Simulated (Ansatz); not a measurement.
# CH₃NOSi: a spread of methods and bases

Aim: run CH₃NOSi under a spread of inputs, and see what each costs and gives.

Computed with Ansatz 0.2.0, Gaussian basis. Level: the settings change from run to run.

## (1) The relaxed structure

An earlier PBE0-D4 in a triple-zeta def2 set relaxation fixed the geometry.

SMILES `O=C1N[SiH2]1`, 7 atoms, charge 0, spin multiplicity 1.

Atoms are counted from 1 here; the program's logs count them from 0.

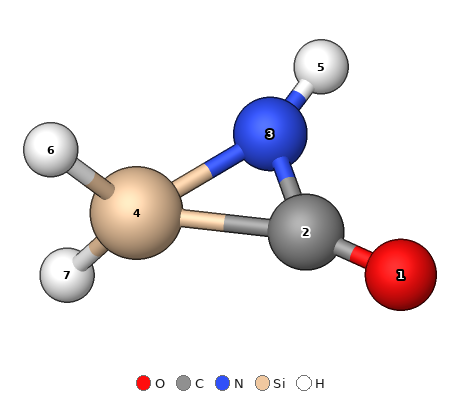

The geometry (oxygen red, carbon grey, nitrogen blue, silicon light orange, hydrogen white); atoms are numbered from 1 in the order of the file.

## (2) PBEsol/def2-SVPD

Options: charge -1, multiplicity 2, finite nuclei, a point charge of 0.50 e beside it, the search for lower states set to off.

The input, in.yaml:

```yaml
crystal:
  periodic: [false, false, false]
  atoms:
    - {symbol: O, position_ang: [-1.110295, -1.979368, 0.119265]}
    - {symbol: C, position_ang: [-0.528431, -0.938820, 0.044467]}
    - {symbol: N, position_ang: [0.528862, -0.345489, 0.652053]}
    - {symbol: Si, position_ang: [-0.071785, 0.781136, -0.531912]}
    - {symbol: H, position_ang: [1.136140, -0.681917, 1.389100]}
    - {symbol: H, position_ang: [-0.695742, 2.027291, -0.023465]}
    - {symbol: H, position_ang: [0.802551, 1.069266, -1.695208]}
basis:
  gaussian: {orbitals: def2-SVPD, nuclear_model: gaussian, point_charges: [{charge: 0.50, position_ang: [3.689, -0.005, 0.386]}]}
total_charge: -1
magnetization: {spin_polarized: true, initial_magnetization: 1}
hamiltonian: {xc: {name: PBEsol}}
scf: {lower_state_search: off}
output: {forces: true}
```

Command:

```console
> ansatz run in.yaml --threads 2 --pin off --events-out ev --progress --plain --max-ram 4352MiB
```

The log of the run, shortened:

```text
Functional definition: PBEsol
  name "PBEsol"
  cite "Perdew et al., Phys. Rev. Lett. 100, 136406 (2008) doi:10.1103/PhysRevLett.100.136406"
  cite "Perdew, Burke & Ernzerhof, Phys. Rev. Lett. 77, 3865 (1996) doi:10.1103/PhysRevLett.77.3865"
  parent pbesol
[...]
949 factors; their error is unknown
[...]
a density is far from that of the atoms, so the factors are made again for it
1128 factors; integrals over basis functions are off by at most 7.7e-4 eV
mean field -12454.94400033 eV, -457.7107497478 hartree, gradient 4.7e-6 eV, S^2 0.752563; 0 other end points of the search recorded, 0 dependent functions left out
[...]
reference -12454.94404939 eV, -457.7107515506 hartree; 20, 19 occupied and 91, 92 virtual orbitals, 1128 factors
Total energy: -12454.94404939 eV, -457.7107515506 hartree
Atom 0 at    -1.110295    -1.979368     0.119265 Å, force    -0.899084    -2.127957     0.174243 eV/Å
Atom 1 at    -0.528431    -0.938820     0.044467 Å, force     0.062457     1.165506     0.001982 eV/Å
Atom 2 at     0.528862    -0.345489     0.652053 Å, force    -0.218311    -0.391810     0.111741 eV/Å
Atom 3 at    -0.071785     0.781136    -0.531912 Å, force     0.192947     1.205234    -1.042472 eV/Å
Atom 4 at     1.136140    -0.681917     1.389100 Å, force     1.312404    -0.289520     0.820911 eV/Å
Atom 5 at    -0.695742     2.027291    -0.023465 Å, force    -0.121501     0.287271     0.230776 eV/Å
Atom 6 at     0.802551     1.069266    -1.695208 Å, force     0.394216     0.087060    -0.316597 eV/Å
Dipole moment:    -0.836157    -0.112855    -0.169592 e Å
Checks for a lower state left out: stability, starts, cluster_reference, orbital_swaps, neighbouring_geometries, increment
```

It took 2.7 s on 2 threads of Arm Neoverse V2, shared host.

Largest force 2.317 eV/Å, ⟨S²⟩ 0.753.

## (3) PBE-QIDH/aug-cc-pVTZ

This run has atoms shaken by 0.15 Å.

The input, in.yaml:

```yaml
crystal:
  periodic: [false, false, false]
  atoms:
    - {symbol: O, position_ang: [-1.284059, -1.645877, -0.048385]}
    - {symbol: C, position_ang: [-0.591183, -0.938849, 0.371265]}
    - {symbol: N, position_ang: [0.459986, -0.356233, 0.713223]}
    - {symbol: Si, position_ang: [-0.063825, 0.472225, -0.491620]}
    - {symbol: H, position_ang: [1.118390, -0.728928, 1.401471]}
    - {symbol: H, position_ang: [-0.748043, 1.973651, -0.159395]}
    - {symbol: H, position_ang: [0.961147, 0.916015, -1.614628]}
basis:
  gaussian: {orbitals: aug-cc-pVTZ}
hamiltonian: {xc: {name: PBE-QIDH}}
```

The command is unchanged.

The log of the run, shortened:

```text
Functional definition: PBE-QIDH
  name "PBE-QIDH"
  cite "Brémond, Sancho-García, Pérez-Jiménez & Adamo, J. Chem. Phys. 141, 031101 (2014) doi:10.1063/1.4890314"
  cite "Perdew, Burke & Ernzerhof, Phys. Rev. Lett. 77, 3865 (1996) doi:10.1103/PhysRevLett.77.3865"
[...]
1486 factors; integrals over basis functions are off by at most 7.7e-4 eV
[...]
mean field -12478.20263532 eV, -458.5654888185 hartree, gradient 5.5e-6 eV, S^2 0.000000; 0 other end points of the search recorded, 0 dependent functions left out
8 core orbitals not correlated: weight in the atoms' cores, before any rotation towards them, 1.000 or more for the frozen orbitals, at most 0.000 for the correlated occupied ones
reference -12478.20265783 eV, -458.5654896455 hartree; 11, 11 occupied and 238, 238 virtual orbitals, 1486 factors
second order -21.98196106 eV of doubles, -0.00000000 eV of singles
Total energy: -12485.52997818 eV, -458.8347637019 hartree
```

Wall time 9.5 s (2 threads of Arm Neoverse V2, shared host); peak memory 0.76 GiB.

## (4) rPW86-PBE/aug-pcseg-2

Options: unrestricted orbitals, relativity set to scalar.

The input, in.yaml:

```yaml
crystal:
  periodic: [false, false, false]
  atoms:
    - {symbol: O, position_ang: [-1.110295, -1.979368, 0.119265]}
    - {symbol: C, position_ang: [-0.528431, -0.938820, 0.044467]}
    - {symbol: N, position_ang: [0.528862, -0.345489, 0.652053]}
    - {symbol: Si, position_ang: [-0.071785, 0.781136, -0.531912]}
    - {symbol: H, position_ang: [1.136140, -0.681917, 1.389100]}
    - {symbol: H, position_ang: [-0.695742, 2.027291, -0.023465]}
    - {symbol: H, position_ang: [0.802551, 1.069266, -1.695208]}
basis:
  gaussian: {orbitals: aug-pcseg-2}
magnetization: {spin_polarized: true, initial_magnetization: 0}
hamiltonian: {xc: {name: rPW86-PBE}, pseudopotentials: {relativity: scalar}}
```

The command is unchanged.

The log of the run:

```text
Functional definition: rPW86-PBE
  name "rPW86-PBE"
  cite "Murray, Lee & Langreth, J. Chem. Theory Comput. 5, 2754 (2009) doi:10.1021/ct900365q"
  cite "Perdew, Burke & Ernzerhof, Phys. Rev. Lett. 77, 3865 (1996) doi:10.1103/PhysRevLett.77.3865"
  parent pbe
  exchange = rpw86_x
  correlation = pbe_c
1096 factors; their error is unknown
mean field evaluation 1: about -12524.2661 eV, gradient 5.7e1 eV
mean field evaluation 2: about -12381.5061 eV, gradient 1.5e2 eV
mean field evaluation 4: about -12532.5834 eV, gradient 3.5e1 eV
mean field evaluation 8: about -12536.9812 eV, gradient 4.4e-1 eV
mean field evaluation 16: about -12536.9444 eV, gradient 2.4e-5 eV
mean field -12536.94441356 eV, -460.7242093520 hartree, gradient 2.4e-5 eV, S^2 0.000000; 0 other end points of the search recorded, 0 dependent functions left out
reference -12536.94456616 eV, -460.7242149601 hartree; 19, 19 occupied and 238, 238 virtual orbitals, 1096 factors
Total energy: -12536.94456616 eV, -460.7242149601 hartree
Relativity: scalar
```

It took 15 s on 2 threads of Arm Neoverse V2, shared host; peak memory 0.47 GiB.

⟨S²⟩ 0.000.

## (5) r2SCAN/x2c-TZVPPall

This run has the search for lower states set to off.

Edit in.yaml of step 4 so:

```diff
@@ -11,4 +11,4 @@
 basis:
-  gaussian: {orbitals: aug-pcseg-2}
-magnetization: {spin_polarized: true, initial_magnetization: 0}
-hamiltonian: {xc: {name: rPW86-PBE}, pseudopotentials: {relativity: scalar}}
+  gaussian: {orbitals: x2c-TZVPPall}
+hamiltonian: {xc: {name: r2SCAN}}
+scf: {lower_state_search: off}
```

The command is unchanged.

The log of the run, shortened:

```text
Functional definition: r2SCAN
  name "r2SCAN"
  cite "Furness, Kaplan, Ning, Perdew & Sun, J. Phys. Chem. Lett. 11, 8208 (2020) doi:10.1021/acs.jpclett.0c02405"
  cite "Furness, Kaplan, Ning, Perdew & Sun, J. Phys. Chem. Lett. 11, 9248 (2020) doi:10.1021/acs.jpclett.0c03077"
  parent r2scan
[...]
965 factors; their error is unknown
[...]
mean field -12517.73600659 eV, -460.0183134160 hartree, gradient 4.5e-6 eV, S^2 0.000000; 0 other end points of the search recorded, 0 dependent functions left out
reference -12517.73601694 eV, -460.0183137965 hartree; 19, 19 occupied and 158, 158 virtual orbitals, 965 factors
Total energy: -12517.73601694 eV, -460.0183137965 hartree
Relativity: scalar
Checks for a lower state left out: stability, starts, cluster_reference, orbital_swaps, neighbouring_geometries, increment
```

Wall time 1.9 s (2 threads of Arm Neoverse V2, shared host).

## (6) r2SCAN/pcseg-2

This run has a point charge of -1.00 e beside it.

Edit in.yaml of step 5 so:

```diff
@@ -11,4 +11,4 @@
 basis:
-  gaussian: {orbitals: x2c-TZVPPall}
+  gaussian: {orbitals: pcseg-2, point_charges: [{charge: -1.00, position_ang: [4.011, -0.672, 0.887]}]}
 hamiltonian: {xc: {name: r2SCAN}}
-scf: {lower_state_search: off}
+output: {forces: true}
```

The command is unchanged.

The log of the run, shortened:

```text
Functional definition: r2SCAN
  name "r2SCAN"
  cite "Furness, Kaplan, Ning, Perdew & Sun, J. Phys. Chem. Lett. 11, 8208 (2020) doi:10.1021/acs.jpclett.0c02405"
  cite "Furness, Kaplan, Ning, Perdew & Sun, J. Phys. Chem. Lett. 11, 9248 (2020) doi:10.1021/acs.jpclett.0c03077"
  parent r2scan
[...]
880 factors; their error is unknown
[...]
mean field -12499.16352761 eV, -459.3357874023 hartree, gradient 7.3e-6 eV, S^2 0.000000; 0 other end points of the search recorded, 0 dependent functions left out
[...]
reference -12499.16354095 eV, -459.3357878924 hartree; 19, 19 occupied and 147, 147 virtual orbitals, 880 factors
Total energy: -12499.16354095 eV, -459.3357878924 hartree
Atom 0 at    -1.110295    -1.979368     0.119265 Å, force    -0.591931    -0.835268    -0.008966 eV/Å
Atom 1 at    -0.528431    -0.938820     0.044467 Å, force     0.718768     0.730081     0.278814 eV/Å
Atom 2 at     0.528862    -0.345489     0.652053 Å, force    -0.783349     0.049958    -0.244850 eV/Å
Atom 3 at    -0.071785     0.781136    -0.531912 Å, force     0.483521    -0.218789     0.091800 eV/Å
Atom 4 at     1.136140    -0.681917     1.389100 Å, force     0.594855     0.017343    -0.198280 eV/Å
Atom 5 at    -0.695742     2.027291    -0.023465 Å, force    -0.030516     0.104645     0.005342 eV/Å
Atom 6 at     0.802551     1.069266    -1.695208 Å, force    -0.064017     0.096998    -0.011114 eV/Å
Dipole moment:     0.746382     0.538350     0.189471 e Å
```

Wall time 3.1 s (2 threads of Arm Neoverse V2, shared host).

Largest force 1.062 eV/Å, dipole 4.51 D.

## (7) r2SCAN0/6-31++G**

Set apart from the defaults: charge -1, multiplicity 2, D3(BJ) with three-body dispersion.

Edit in.yaml of step 6 so:

```diff
@@ -11,4 +11,5 @@
 basis:
-  gaussian: {orbitals: pcseg-2, point_charges: [{charge: -1.00, position_ang: [4.011, -0.672, 0.887]}]}
-hamiltonian: {xc: {name: r2SCAN}}
-output: {forces: true}
+  gaussian: {orbitals: "6-31++G**"}
+total_charge: -1
+magnetization: {spin_polarized: true, initial_magnetization: 1}
+hamiltonian: {xc: {name: r2SCAN0}, dispersion: d3bjatm}
```

The command is unchanged.

The log of the run, shortened:

```text
Functional definition: r2SCAN0
  name "r2SCAN0"
  cite "Bursch, Neugebauer, Ehlert & Grimme, J. Chem. Phys. 156, 134105 (2022) doi:10.1063/5.0086040"
  cite "Furness, Kaplan, Ning, Perdew & Sun, J. Phys. Chem. Lett. 11, 8208 (2020) doi:10.1021/acs.jpclett.0c02405"
  cite "Furness, Kaplan, Ning, Perdew & Sun, J. Phys. Chem. Lett. 11, 9248 (2020) doi:10.1021/acs.jpclett.0c03077"
  parent r2scan
[...]
980 factors; their error is unknown
[...]
mean field -12495.02771280 eV, -459.1837990114 hartree, gradient 4.1e-5 eV, S^2 0.755051; 3 other end points of the search recorded, 0 dependent functions left out
reference -12495.02773964 eV, -459.1837999979 hartree; 20, 19 occupied and 78, 79 virtual orbitals, 980 factors
Total energy: -12495.06665941 eV, -459.1852302729 hartree
```

It took 6 s on 2 threads of Arm Neoverse V2, shared host.

⟨S²⟩ 0.755.

## (8) B3LYP5/STO-3G

Set apart from the defaults: charge -1, multiplicity 2, relativity set to none.

Edit in.yaml of step 7 so:

```diff
@@ -11,5 +11,6 @@
 basis:
-  gaussian: {orbitals: "6-31++G**"}
+  gaussian: {orbitals: STO-3G}
 total_charge: -1
 magnetization: {spin_polarized: true, initial_magnetization: 1}
-hamiltonian: {xc: {name: r2SCAN0}, dispersion: d3bjatm}
+hamiltonian: {xc: {name: B3LYP5}, pseudopotentials: {relativity: none}}
+output: {forces: true}
```

Launched as before.

The log of the run, shortened:

```text
Functional definition: B3LYP5
  name "B3LYP5"
  cite "Stephens, Devlin, Chabalowski & Frisch, J. Phys. Chem. 98, 11623 (1994) doi:10.1021/j100096a001"
  cite "Becke, Phys. Rev. A 38, 3098 (1988) doi:10.1103/PhysRevA.38.3098"
  cite "Lee, Yang & Parr, Phys. Rev. B 37, 785 (1988) doi:10.1103/PhysRevB.37.785"
  cite "Vosko, Wilk & Nusair, Can. J. Phys. 58, 1200 (1980) doi:10.1139/p80-159"
[...]
349 factors; integrals over basis functions are off by at most 2.6e-5 eV
[...]
mean field -12334.86952505 eV, -453.2980941707 hartree, gradient 1.1e-6 eV, S^2 0.751917; 2 other end points of the search recorded, 0 dependent functions left out
[...]
reference -12334.86966760 eV, -453.2980994094 hartree; 20, 19 occupied and 7, 8 virtual orbitals, 349 factors
Total energy: -12334.86966760 eV, -453.2980994094 hartree
Atom 0 at    -1.110295    -1.979368     0.119265 Å, force    -2.932629    -6.842107     1.292206 eV/Å
Atom 1 at    -0.528431    -0.938820     0.044467 Å, force    -0.223802     2.605108    -1.692728 eV/Å
Atom 2 at     0.528862    -0.345489     0.652053 Å, force     1.899291     1.031603     1.111136 eV/Å
Atom 3 at    -0.071785     0.781136    -0.531912 Å, force    -3.427965     4.234721    -5.499227 eV/Å
Atom 4 at     1.136140    -0.681917     1.389100 Å, force     2.268269    -1.413737     2.842886 eV/Å
Atom 5 at    -0.695742     2.027291    -0.023465 Å, force     1.427537     0.052047     0.728314 eV/Å
Atom 6 at     0.802551     1.069266    -1.695208 Å, force     0.989300     0.332364     1.217413 eV/Å
Dipole moment:     0.271272     0.036068     0.222441 e Å
```

Run time: 1.3 s. Hardware: 2 threads of Arm Neoverse V2, shared host.

Largest force 7.741 eV/Å, ⟨S²⟩ 0.752.

## (9) BHLYP/def2-TZVPD

This run has charge +1, multiplicity 2, density fitting with def2-universal-jkfit, relativity set to none.

Edit in.yaml of step 8 so:

```diff
@@ -11,6 +11,6 @@
 basis:
-  gaussian: {orbitals: STO-3G}
-total_charge: -1
+  gaussian: {orbitals: def2-TZVPD, fitting: {mean_field: def2-universal-jkfit}}
+total_charge: 1
 magnetization: {spin_polarized: true, initial_magnetization: 1}
-hamiltonian: {xc: {name: B3LYP5}, pseudopotentials: {relativity: none}}
+hamiltonian: {xc: {name: BHLYP}, pseudopotentials: {relativity: none}}
 output: {forces: true}
```

Same command.

The log of the run, shortened:

```text
Functional definition: BHLYP
  name "BHLYP"
  cite "Becke, J. Chem. Phys. 98, 1372 (1993) doi:10.1063/1.464304"
  cite "Becke, Phys. Rev. A 38, 3098 (1988) doi:10.1103/PhysRevA.38.3098"
  cite "Lee, Yang & Parr, Phys. Rev. B 37, 785 (1988) doi:10.1103/PhysRevB.37.785"
[...]
411 factors; integrals over basis functions are off by at most 8.8e-1 eV
[...]
mean field -12490.00586300 eV, -458.9992494351 hartree, gradient 5.3e-5 eV, S^2 0.764437; 2 other end points of the search recorded, 0 dependent functions left out
[...]
reference -12490.00602424 eV, -458.9992553607 hartree; 19, 18 occupied and 165, 166 virtual orbitals, 411 factors
Total energy: -12490.00602424 eV, -458.9992553607 hartree
Atom 0 at    -1.110295    -1.979368     0.119265 Å, force     0.017027     0.577014    -0.315403 eV/Å
Atom 1 at    -0.528431    -0.938820     0.044467 Å, force     1.453998    -0.889340     1.812814 eV/Å
Atom 2 at     0.528862    -0.345489     0.652053 Å, force    -1.880336    -0.083504    -1.637423 eV/Å
Atom 3 at    -0.071785     0.781136    -0.531912 Å, force     1.477830     1.963408     0.199358 eV/Å
Atom 4 at     1.136140    -0.681917     1.389100 Å, force    -0.264608    -0.202683    -0.121006 eV/Å
Atom 5 at    -0.695742     2.027291    -0.023465 Å, force    -0.318088    -0.736084    -0.062750 eV/Å
Atom 6 at     0.802551     1.069266    -1.695208 Å, force    -0.485824    -0.628812     0.124410 eV/Å
Dipole moment:     0.301384     0.444761     0.015233 e Å
```

Run time: 5.5 s. Hardware: 2 threads of Arm Neoverse V2, shared host.

Largest force 2.495 eV/Å, ⟨S²⟩ 0.764.

## (10) CCSD(T)/6-31++G**

Set apart from the defaults: finite nuclei, correlated electrons set to outside_noble_gas, 1 DIIS vectors, the search for lower states set to full.

Edit in.yaml of step 9 so:

```diff
@@ -11,6 +11,5 @@
 basis:
-  gaussian: {orbitals: def2-TZVPD, fitting: {mean_field: def2-universal-jkfit}}
-total_charge: 1
-magnetization: {spin_polarized: true, initial_magnetization: 1}
-hamiltonian: {xc: {name: BHLYP}, pseudopotentials: {relativity: none}}
-output: {forces: true}
+  gaussian: {orbitals: "6-31++G**", nuclear_model: gaussian}
+hamiltonian: {xc: {name: HF}}
+correlation: {method: ccsd_t, electrons: outside_noble_gas, diis_vectors: 1}
+scf: {lower_state_search: full}
```

The command is unchanged.

The log of the run, shortened:

```text
Functional definition: HF
  name "HF"
  cite "Fock, Z. Phys. 61, 126 (1930) doi:10.1007/BF01340294"
  parent pbe
[...]
872 factors; integrals over basis functions are off by at most 8.9e-4 eV
[...]
mean field -12457.65220777 eV, -457.8102745354 hartree, gradient 9.5e-6 eV, S^2 0.000000; 0 other end points of the search recorded, 0 dependent functions left out
8 core orbitals not correlated: weight in the atoms' cores, before any rotation towards them, 1.000 or more for the frozen orbitals, at most 0.000 for the correlated occupied ones
reference -12457.65220777 eV, -457.8102745354 hartree; 11, 11 occupied and 79, 79 virtual orbitals, 872 factors
second order -15.53768664 eV of doubles, -0.00000000 eV of singles
cycle   1  -15.44731472 eV  change    9.0e-2 eV  update   1.2e-1
[...]
cycle  14  -16.08912189 eV  change    8.4e-6 eV  update   1.9e-5
perturbative correction -0.62260582 eV, -0.0228803417 hartree
Total energy: -12474.36393547 eV, -458.4244192011 hartree
```

Run time: 3.9 s. Hardware: 2 threads of Arm Neoverse V2, shared host.

T1 0.019.

## (11) All runs side by side

| level | charge | multiplicity | geometry | functions | energy (eV) | time |
| --- | --- | --- | --- | --- | --- | --- |
| PBEsol/def2-SVPD | -1 | 2 | relaxed, point charge | 111 | -12454.944 | 2.7 s |
| PBE-QIDH/aug-cc-pVTZ | 0 | 1 | shaken | 257 | -12485.530 | 9.5 s |
| rPW86-PBE/aug-pcseg-2 | 0 | 1 | relaxed | 257 | -12536.945 | 15 s |
| r2SCAN/x2c-TZVPPall | 0 | 1 | relaxed | 177 | -12517.736 | 1.9 s |
| r2SCAN/pcseg-2 | 0 | 1 | relaxed, point charge | 166 | -12499.164 | 3.1 s |
| r2SCAN0/6-31++G** | -1 | 2 | relaxed | 98 | -12495.067 | 6 s |
| B3LYP5/STO-3G | -1 | 2 | relaxed | 27 | -12334.870 | 1.3 s |
| BHLYP/def2-TZVPD | 1 | 2 | relaxed | 184 | -12490.006 | 5.5 s |
| CCSD(T)/6-31++G** | 0 | 1 | relaxed | 98 | -12474.364 | 3.9 s |

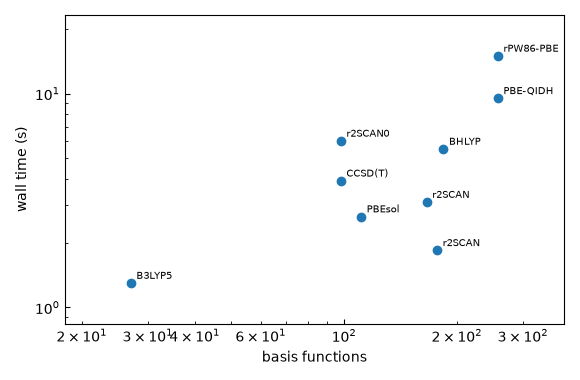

Wall time against the number of basis functions (shared host).

## (12) Outcome

| quantity | value |
| --- | --- |
| runs | 9 |
| quickest | B3LYP5/STO-3G, 1.3 s |
| slowest | rPW86-PBE/aug-pcseg-2, 15 s |
| spread of total energies, same state and geometry | 62.6 eV |

What this shows: Run time spans a factor of 12, from B3LYP5/STO-3G to rPW86-PBE/aug-pcseg-2. The jobs differ in tasks and options as well as level. The totals spread over 63 eV; they can't be compared across methods or bases. Some of these runs are scalar-relativistic and others not, which shifts the totals of all-electron atoms past neon by eV; core potentials, where a basis has them, take the core out of the total altogether.
